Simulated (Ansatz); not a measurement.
# C2H8OSSi: geometry optimisation

Aim: relax C2H8OSSi at this level.

Method: RKS r2SCAN-D4/def2-SVP; program: Ansatz 0.2.0.

### 1 The system as given

SMILES `CSCO[SiH3]`, 13 atoms, charge 0, spin multiplicity 1.

Atoms are counted from 1 here; the program's logs count them from 0.

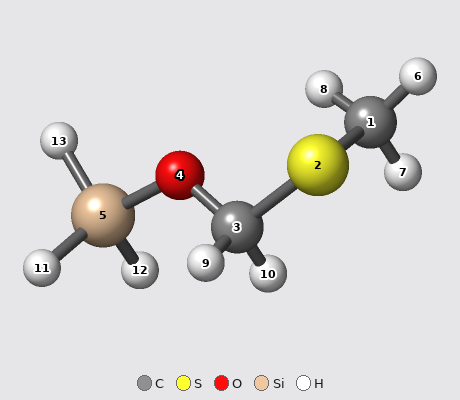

As it starts; carbon grey, sulfur yellow, oxygen red, silicon light orange, hydrogen white; atoms are numbered from 1 in the order of the file.

Geometry (Å):

```mol
C2H8OSSi
  3D, bonds by distance, orders not assigned

 13 12  0  0  0  0  0  0  0  0999 V2000
   -1.8355   -0.5651    1.4169 C   0  0
   -1.6997   -1.2800   -0.2519 S   0  0
    0.0184   -0.8257   -0.6129 C   0  0
    0.1808    0.5759   -0.6957 O   0  0
    1.6904    1.3059   -0.8846 Si  0  0
   -2.8917   -0.6696    1.7297 H   0  0
   -1.1901   -1.0969    2.1462 H   0  0
   -1.5721    0.5093    1.3890 H   0  0
    0.2488   -1.3311   -1.5798 H   0  0
    0.6846   -1.2589    0.1719 H   0  0
    2.3382    0.8898   -2.1826 H   0  0
    2.6163    0.9310    0.2480 H   0  0
    1.4318    2.7807   -0.8794 H   0  0
  1  2  8  0
  1  6  8  0
  1  7  8  0
  1  8  8  0
  2  3  8  0
  3  4  8  0
  3  9  8  0
  3 10  8  0
  4  5  8  0
  5 11  8  0
  5 12  8  0
  5 13  8  0
M  END
```

### 2 Relaxation

Input file input.yaml:

```yaml
crystal:
  periodic: [false, false, false]
  atoms:
    - { symbol: C, position_ang: [-1.835518, -0.565073, 1.416914] }
    - { symbol: S, position_ang: [-1.699701, -1.279987, -0.251873] }
    - { symbol: C, position_ang: [0.018429, -0.8257, -0.612863] }
    - { symbol: O, position_ang: [0.180839, 0.575869, -0.695684] }
    - { symbol: Si, position_ang: [1.690387, 1.30586, -0.884559] }
    - { symbol: H, position_ang: [-2.891657, -0.669642, 1.729655] }
    - { symbol: H, position_ang: [-1.190125, -1.096927, 2.146175] }
    - { symbol: H, position_ang: [-1.572121, 0.509335, 1.388985] }
    - { symbol: H, position_ang: [0.248847, -1.331123, -1.579785] }
    - { symbol: H, position_ang: [0.684631, -1.258937, 0.171856] }
    - { symbol: H, position_ang: [2.338212, 0.889804, -2.182643] }
    - { symbol: H, position_ang: [2.616254, 0.931048, 0.24804] }
    - { symbol: H, position_ang: [1.431822, 2.780673, -0.879419] }
basis:
  gaussian: { orbitals: def2-SVP }
hamiltonian:
  xc: r2scan
  dispersion: d4
output:
  forces: true
relax:
  f_tol: 0.003
  max_steps: 120
```

The run is started by

```bash
> ansatz run input.yaml --threads 1 --pin off --max-ram 2560MiB --backend cpu --events-out ev --progress --plain --runs-dir out
```

Log:

```text
Warning: RAYON_NUM_THREADS=1 ignored (pool sized by the plan → 1); use --threads N
The last accepted step is kept in <dir> (removed where the run ends without a failure and the disk answers)
Engine: ansatz 0.2.0, aarch64-unknown-linux-gnu
Functional definition: r2SCAN
  parameter k0 = 0.174
  parameter k1 = 0.065
  parameter a1 = 4.9479
  exchange = r2scan_x(k0 = k0, k1 = k1, a1 = a1)
  correlation = r2scan_c
1324 factors; their error is unknown
mean field evaluation 1: about -22944.6929 eV, gradient 5.7e1 eV
mean field evaluation 2: about -22928.0524 eV, gradient 1.0e2 eV
mean field evaluation 4: about -22951.8626 eV, gradient 6.5e0 eV
mean field evaluation 8: about -22951.9564 eV, gradient 1.2e-1 eV
mean field evaluation 16: about -22951.8786 eV, gradient 1.7e-4 eV
mean field -22951.87864225 eV, -843.4659827605 hartree, gradient 1.7e-5 eV, S^2 0.000000; 0 other end points of the search recorded, 0 dependent functions left out
the calculation of the forces begins
reference -22951.87865349 eV, -843.4659831735 hartree; 29, 29 occupied and 89, 89 virtual orbitals, 1324 factors
relax step   1: F+E_penalty+E_count = -22951.95113472 eV  Δ(F+E_penalty+E_count) = +0.000e0 eV  max|allowed force component| = 3.406e-1 eV/Å  Δτ_max = 0.0000 Å  (28 SCF iters, accepted)
these checks for a lower state are left out or cut short: starts, cluster_reference, orbital_swaps, neighbouring_geometries, increment
1324 factors; their error is unknown
mean field -22951.89160381 eV, -843.4664590890 hartree, gradient 1.4e-5 eV, S^2 0.000000; 0 other end points of the search recorded, 0 dependent functions left out
the calculation of the forces begins
reference -22951.89161499 eV, -843.4664595000 hartree; 29, 29 occupied and 89, 89 virtual orbitals, 1324 factors
relax step   2: F+E_penalty+E_count = -22951.96430638 eV  Δ(F+E_penalty+E_count) = -1.317e-2 eV  max|allowed force component| = 2.089e-1 eV/Å  Δτ_max = 0.0247 Å  (30 SCF iters, accepted)
these checks for a lower state are left out or cut short: starts, cluster_reference, orbital_swaps, neighbouring_geometries, increment
1324 factors; their error is unknown
mean field evaluation 32: about -22951.8934 eV, gradient 1.3e-5 eV
mean field -22951.89339356 eV, -843.4665248612 hartree, gradient 1.3e-5 eV, S^2 0.000000; 0 other end points of the search recorded, 0 dependent functions left out
the calculation of the forces begins
reference -22951.89340472 eV, -843.4665252714 hartree; 29, 29 occupied and 89, 89 virtual orbitals, 1324 factors
relax step   3: F+E_penalty+E_count = -22951.96619185 eV  Δ(F+E_penalty+E_count) = -1.885e-3 eV  max|allowed force component| = 5.163e-2 eV/Å  Δτ_max = 0.0159 Å  (31 SCF iters, accepted)
these checks for a lower state are left out or cut short: starts, cluster_reference, orbital_swaps, neighbouring_geometries, increment
1324 factors; their error is unknown
mean field -22951.89347434 eV, -843.4665278297 hartree, gradient 1.1e-5 eV, S^2 0.000000; 0 other end points of the search recorded, 0 dependent functions left out
the calculation of the forces begins
reference -22951.89348550 eV, -843.4665282398 hartree; 29, 29 occupied and 89, 89 virtual orbitals, 1324 factors
relax step   4: F+E_penalty+E_count = -22951.96629723 eV  Δ(F+E_penalty+E_count) = -1.054e-4 eV  max|allowed force component| = 1.625e-2 eV/Å  Δτ_max = 0.0071 Å  (25 SCF iters, accepted)
these checks for a lower state are left out or cut short: starts, cluster_reference, orbital_swaps, neighbouring_geometries, increment
1324 factors; their error is unknown
mean field -22951.89354758 eV, -843.4665305214 hartree, gradient 1.5e-5 eV, S^2 0.000000; 0 other end points of the search recorded, 0 dependent functions left out
the calculation of the forces begins
reference -22951.89355874 eV, -843.4665309316 hartree; 29, 29 occupied and 89, 89 virtual orbitals, 1324 factors
relax step   5: F+E_penalty+E_count = -22951.96636393 eV  Δ(F+E_penalty+E_count) = -6.671e-5 eV  max|allowed force component| = 1.224e-2 eV/Å  Δτ_max = 0.0079 Å  (24 SCF iters, accepted)
these checks for a lower state are left out or cut short: starts, cluster_reference, orbital_swaps, neighbouring_geometries, increment
1324 factors; their error is unknown
mean field -22951.89357055 eV, -843.4665313654 hartree, gradient 9.5e-6 eV, S^2 0.000000; 0 other end points of the search recorded, 0 dependent functions left out
the calculation of the forces begins
reference -22951.89358171 eV, -843.4665317757 hartree; 29, 29 occupied and 89, 89 virtual orbitals, 1324 factors
relax step   6: F+E_penalty+E_count = -22951.96638738 eV  Δ(F+E_penalty+E_count) = -2.345e-5 eV  max|allowed force component| = 7.976e-3 eV/Å  Δτ_max = 0.0055 Å  (24 SCF iters, accepted)
these checks for a lower state are left out or cut short: starts, cluster_reference, orbital_swaps, neighbouring_geometries, increment
1324 factors; their error is unknown
mean field -22951.89357043 eV, -843.4665313611 hartree, gradient 6.9e-6 eV, S^2 0.000000; 0 other end points of the search recorded, 0 dependent functions left out
the calculation of the forces begins
reference -22951.89358159 eV, -843.4665317713 hartree; 29, 29 occupied and 89, 89 virtual orbitals, 1324 factors
relax step   7: F+E_penalty+E_count = -22951.96639813 eV  Δ(F+E_penalty+E_count) = -1.075e-5 eV  max|allowed force component| = 3.833e-3 eV/Å  Δτ_max = 0.0043 Å  (24 SCF iters, accepted)
these checks for a lower state are left out or cut short: starts, cluster_reference, orbital_swaps, neighbouring_geometries, increment
1324 factors; their error is unknown
mean field -22951.89356101 eV, -843.4665310149 hartree, gradient 1.3e-5 eV, S^2 0.000000; 0 other end points of the search recorded, 0 dependent functions left out
the calculation of the forces begins
reference -22951.89357217 eV, -843.4665314250 hartree; 29, 29 occupied and 89, 89 virtual orbitals, 1324 factors
relax step   8: F+E_penalty+E_count = -22951.96640936 eV  Δ(F+E_penalty+E_count) = -1.123e-5 eV  max|allowed force component| = 2.959e-3 eV/Å  Δτ_max = 0.0075 Å  (31 SCF iters, accepted)
these checks for a lower state are left out or cut short: starts, cluster_reference, orbital_swaps, neighbouring_geometries, increment
1324 factors; their error is unknown
mean field evaluation 64: about -22951.9719 eV, gradient 3.0e-1 eV
mean field -22951.89354411 eV, -843.4665303938 hartree, gradient 9.3e-6 eV, S^2 0.000000; 0 other end points of the search recorded, 0 dependent functions left out
the calculation of the forces begins
reference -22951.89355527 eV, -843.4665308038 hartree; 29, 29 occupied and 89, 89 virtual orbitals, 1324 factors
relax step   9: F+E_penalty+E_count = -22951.96641313 eV  Δ(F+E_penalty+E_count) = -3.768e-6 eV  max|allowed force component| = 4.318e-3 eV/Å  Δτ_max = 0.0061 Å  (24 SCF iters, accepted)
these checks for a lower state are left out or cut short: starts, cluster_reference, orbital_swaps, neighbouring_geometries, increment
1324 factors; their error is unknown
mean field -22951.89353671 eV, -843.4665301220 hartree, gradient 1.4e-5 eV, S^2 0.000000; 0 other end points of the search recorded, 0 dependent functions left out
the calculation of the forces begins
reference -22951.89354787 eV, -843.4665305320 hartree; 29, 29 occupied and 89, 89 virtual orbitals, 1324 factors
relax step  10: F+E_penalty+E_count = -22951.96641687 eV  Δ(F+E_penalty+E_count) = -3.747e-6 eV  max|allowed force component| = 3.210e-3 eV/Å  Δτ_max = 0.0032 Å  (23 SCF iters, accepted)
these checks for a lower state are left out or cut short: starts, cluster_reference, orbital_swaps, neighbouring_geometries, increment
1324 factors; their error is unknown
mean field -22951.89353332 eV, -843.4665299975 hartree, gradient 1.2e-5 eV, S^2 0.000000; 0 other end points of the search recorded, 0 dependent functions left out
the calculation of the forces begins
reference -22951.89354448 eV, -843.4665304074 hartree; 29, 29 occupied and 89, 89 virtual orbitals, 1324 factors
relax step  11: F+E_penalty+E_count = -22951.96642081 eV  Δ(F+E_penalty+E_count) = -3.937e-6 eV  max|allowed force component| = 2.564e-3 eV/Å  Δτ_max = 0.0039 Å  (23 SCF iters, accepted)
these checks for a lower state are left out or cut short: starts, cluster_reference, orbital_swaps, neighbouring_geometries, increment
1324 factors; their error is unknown
mean field -22951.89351639 eV, -843.4665293750 hartree, gradient 1.4e-5 eV, S^2 0.000000; 0 other end points of the search recorded, 0 dependent functions left out
the calculation of the forces begins
reference -22951.89352754 eV, -843.4665297850 hartree; 29, 29 occupied and 89, 89 virtual orbitals, 1324 factors
relax step  12: F+E_penalty+E_count = -22951.96642920 eV  Δ(F+E_penalty+E_count) = -8.391e-6 eV  max|allowed force component| = 3.690e-3 eV/Å  Δτ_max = 0.0138 Å  (31 SCF iters, accepted)
these checks for a lower state are left out or cut short: starts, cluster_reference, orbital_swaps, neighbouring_geometries, increment
1324 factors; their error is unknown
mean field -22951.89349169 eV, -843.4665284673 hartree, gradient 1.4e-5 eV, S^2 0.000000; 0 other end points of the search recorded, 0 dependent functions left out
the calculation of the forces begins
reference -22951.89350284 eV, -843.4665288773 hartree; 29, 29 occupied and 89, 89 virtual orbitals, 1324 factors
relax step  13: F+E_penalty+E_count = -22951.96643382 eV  Δ(F+E_penalty+E_count) = -4.616e-6 eV  max|allowed force component| = 5.077e-3 eV/Å  Δτ_max = 0.0140 Å  (32 SCF iters, accepted)
these checks for a lower state are left out or cut short: starts, cluster_reference, orbital_swaps, neighbouring_geometries, increment
1324 factors; their error is unknown
mean field evaluation 96: about -22951.9717 eV, gradient 3.1e-1 eV
mean field -22951.89347628 eV, -843.4665279011 hartree, gradient 8.2e-6 eV, S^2 0.000000; 0 other end points of the search recorded, 0 dependent functions left out
the calculation of the forces begins
reference -22951.89348744 eV, -843.4665283111 hartree; 29, 29 occupied and 89, 89 virtual orbitals, 1324 factors
relax step  14: F+E_penalty+E_count = -22951.96643539 eV  Δ(F+E_penalty+E_count) = -1.568e-6 eV  max|allowed force component| = 5.139e-3 eV/Å  Δτ_max = 0.0086 Å  (24 SCF iters, accepted)
these checks for a lower state are left out or cut short: starts, cluster_reference, orbital_swaps, neighbouring_geometries, increment
1324 factors; their error is unknown
mean field -22951.89347646 eV, -843.4665279077 hartree, gradient 1.0e-5 eV, S^2 0.000000; 0 other end points of the search recorded, 0 dependent functions left out
the calculation of the forces begins
reference -22951.89348762 eV, -843.4665283177 hartree; 29, 29 occupied and 89, 89 virtual orbitals, 1324 factors
relax step  15: F+E_penalty+E_count = -22951.96643673 eV  Δ(F+E_penalty+E_count) = -1.344e-6 eV  max|allowed force component| = 3.675e-3 eV/Å  Δτ_max = 0.0010 Å  (22 SCF iters, accepted)
these checks for a lower state are left out or cut short: starts, cluster_reference, orbital_swaps, neighbouring_geometries, increment
1324 factors; their error is unknown
mean field -22951.89347669 eV, -843.4665279160 hartree, gradient 2.5e-5 eV, S^2 0.000000; 0 other end points of the search recorded, 0 dependent functions left out
the calculation of the forces begins
reference -22951.89348784 eV, -843.4665283260 hartree; 29, 29 occupied and 89, 89 virtual orbitals, 1324 factors
relax step  16: F+E_penalty+E_count = -22951.96643712 eV  Δ(F+E_penalty+E_count) = -3.851e-7 eV  max|allowed force component| = 7.939e-4 eV/Å  Δτ_max = 0.0007 Å  (21 SCF iters, accepted)
1324 factors; their error is unknown
mean field evaluation 128: about -22951.8935 eV, gradient 2.2e-3 eV
mean field -22951.89347669 eV, -843.4665279160 hartree, gradient 2.5e-5 eV, S^2 0.000000; 1 other end points of the search recorded, 0 dependent functions left out
the calculation of the forces begins
reference -22951.89348784 eV, -843.4665283260 hartree; 29, 29 occupied and 89, 89 virtual orbitals, 1324 factors
Total energy: -22951.96644827 eV, -843.4692095724 hartree
Atom 0 at    -1.804052    -0.540752     1.405011 Å, force    -0.000163     0.000147    -0.000167 eV/Å
Atom 1 at    -1.695359    -1.289754    -0.242380 Å, force    -0.000098    -0.000164     0.000223 eV/Å
Atom 2 at     0.009665    -0.841225    -0.632000 Å, force    -0.000375    -0.000030    -0.000148 eV/Å
Atom 3 at     0.171925     0.553967    -0.723488 Å, force     0.000794    -0.000454     0.000116 eV/Å
Atom 4 at     1.665292     1.294435    -0.860520 Å, force    -0.000759     0.000604    -0.000384 eV/Å
Atom 5 at    -2.840124    -0.665131     1.749461 Å, force     0.000017    -0.000014     0.000029 eV/Å
Atom 6 at    -1.127747    -1.036496     2.119640 Å, force     0.000048    -0.000032    -0.000008 eV/Å
Atom 7 at    -1.571600     0.532244     1.345719 Å, force     0.000033     0.000013     0.000059 eV/Å
Atom 8 at     0.227323    -1.342913    -1.594192 Å, force     0.000044     0.000062    -0.000022 eV/Å
Atom 9 at     0.682456    -1.265179     0.141377 Å, force    -0.000048    -0.000007     0.000015 eV/Å
Atom 10 at     2.347548     0.901053    -2.132312 Å, force     0.000306    -0.000232     0.000296 eV/Å
Atom 11 at     2.548722     0.908081     0.284749 Å, force     0.000103    -0.000020    -0.000279 eV/Å
Atom 12 at     1.406251     2.756869    -0.846266 Å, force     0.000100     0.000127     0.000269 eV/Å
Dipole moment:     0.272503     0.002275     0.206340 e Å
```

Wall time 2.5 min (1 thread of Arm Neoverse V1, shared host); peak memory 0.18 GiB.

Energy and force along the way:

```tsv
step	energy from step 1 (eV)	largest force component (eV/Å)
1	0.0000	0.3406
2	-0.0132	0.2089
3	-0.0151	0.0516
4	-0.0152	0.0163
5	-0.0152	0.0122
6	-0.0153	0.0080
7	-0.0153	0.0038
8	-0.0153	0.0030
9	-0.0153	0.0043
10	-0.0153	0.0032
11	-0.0153	0.0026
12	-0.0153	0.0037
13	-0.0153	0.0051
14	-0.0153	0.0051
15	-0.0153	0.0037
16	-0.0153	0.0008
```

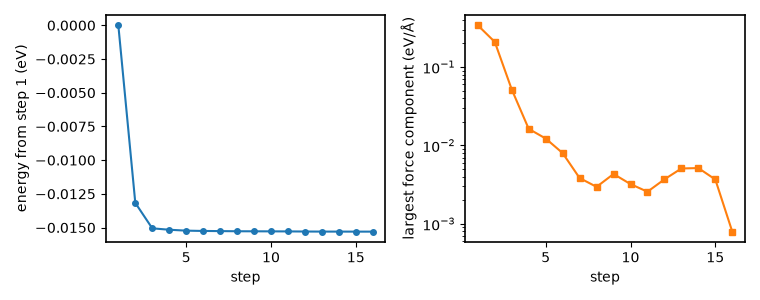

Energy and largest force along the relaxation.

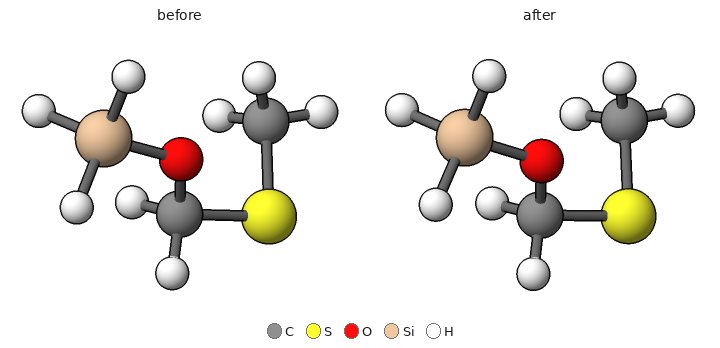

The geometry before (left) and after (right).

Bonds that changed most:

```tsv
bond	before (Å)	after (Å)	change (Å)
O4–Si5	1.687	1.672	-0.015
Si5–H11	1.509	1.496	-0.013
Si5–H12	1.510	1.497	-0.013
Si5–H13	1.497	1.485	-0.012
C3–H9	1.115	1.107	-0.008
S2–C3	1.813	1.806	-0.008
C1–H7	1.110	1.102	-0.008
C1–S2	1.821	1.813	-0.008
```

### 3 What came out

| quantity | value |
| --- | --- |
| energy gained | 0.0153 eV |
| root mean square move | 0.050 Å |
| dipole moment | 1.64 D |

What this shows: Bond lengths: C1–S2 1.813 Å, C1–H6 1.099 Å, C1–H7 1.102 Å, C1–H8 1.099 Å, S2–C3 1.806 Å, C3–O4 1.408 Å, C3–H9 1.107 Å, C3–H10 1.109 Å, O4–Si5 1.672 Å, Si5–H11 1.496 Å, Si5–H12 1.497 Å, Si5–H13 1.485 Å. Angles: S2–C1–H6 107.1°, S2–C1–H7 111.5°, S2–C1–H8 110.0°, H6–C1–H7 108.9°, H6–C1–H8 109.1°, H7–C1–H8 110.1°, C1–S2–C3 98.6°, S2–C3–O4 111.7°, S2–C3–H9 105.1°, S2–C3–H10 109.1°, O4–C3–H9 111.7°, O4–C3–H10 110.7°, H9–C3–H10 108.3°, C3–O4–Si5 123.2°, O4–Si5–H11 111.1°, O4–Si5–H12 110.5°, O4–Si5–H13 106.2°, H11–Si5–H12 108.3° and more. No frequencies were computed here.
